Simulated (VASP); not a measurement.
Band structure of Mg2Ge (antifluorite). Computed with PBE GGA with D3 dispersion (zero damping), VASP's PBE PAW potentials (set 64) (plane waves; VASP).

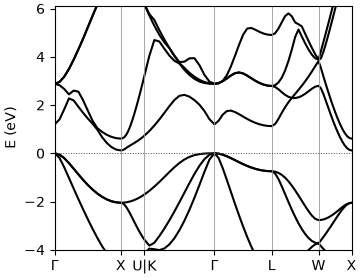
*Bands along high-symmetry lines, zero at the valence-band maximum or, without a gap, the Fermi level*

Task: Read the plot: is there a gap, and where are the band edges?

Result: The gap is indirect, 0.12 eV, from the valence maximum at Γ to the conduction minimum at X. (Edges off the drawn lines would not show.)

Measured: gap 0.74 eV (computed value off by -0.62 eV), as given by Byungki Ryu et al., Journal of the Korean Physical Society (2019), arXiv:1905.06140.

The compound is Mg2Ge in the antifluorite structure. It was relaxed first.
